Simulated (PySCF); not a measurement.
```xyz
17

C    -2.280   -0.350   -0.111
C    -0.827   -0.573    0.270
C    -0.026    0.713    0.315
F    -0.632    1.579    1.180
F    -0.083    1.310   -0.914
C     1.428    0.589    0.724
C     2.278   -0.248   -0.215
H    -2.355    0.125   -1.099
H    -2.826   -1.304   -0.147
H    -2.780    0.305    0.617
H    -0.748   -1.047    1.262
H    -0.337   -1.250   -0.447
H     1.812    1.621    0.777
H     1.454    0.190    1.751
H     2.200    0.126   -1.246
H     1.978   -1.307   -0.214
H     3.337   -0.207    0.079
```

> Where will the first 6 clear peaks of this molecule's radial distribution curve from gas electron diffraction lie, and which pairs make them?

Peak 1, 1.10 Å: C–H 1.10 Å (×10)
Peak 2, 1.49 Å: F–C 1.37 Å (×2), C–C 1.52 Å (×4), not resolved
Peak 3, 2.30 Å: C···H 2.10–2.19 Å (×14), F···F 2.18 Å, F···C 2.33–2.35 Å (×4), C···C 2.53–2.55 Å (×2), not resolved; in its flanks F···H 2.56–2.63 Å
Peak 4, 2.85 Å: C···H 2.78–2.94 Å (×9), F···C 2.85–2.91 Å (×3), not resolved; in its flanks C···C 3.16 Å, F···H 3.21–3.40 Å, C···H 3.46–3.49 Å
Peak 5, 3.81 Å: F···C 3.71 Å, F···H 3.86–4.00 Å (×4), C···C 3.92 Å, not resolved; in its flanks C···H 4.18–4.23 Å
Peak 6, 4.57 Å: H···H 4.33–4.81 Å (×8), C···H 4.37–4.74 Å (×5), F···H 4.49 Å, C···C 4.56 Å, not resolved

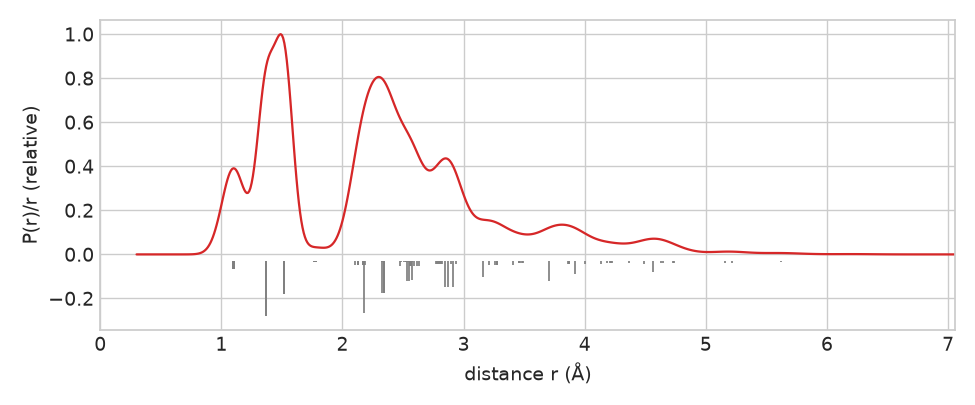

Simulated gas electron diffraction: radial distribution curve of C₅H₁₀F₂. Each pair of atoms contributes with weight ZᵢZⱼ/r (bars below the curve); damping constant 0.0015 Å²; vibrational amplitudes assumed, not computed: 0.05 Å for bonds, 0.078 Å for bonds to H, 0.06 + 0.015 r up to 0.15 Å for other pairs. The geometry is the end point of an optimisation (PBE0-D3(BJ)/def2-SVP geometry optimisation, gas phase (PySCF)); it may be a saddle point or a higher isomer.
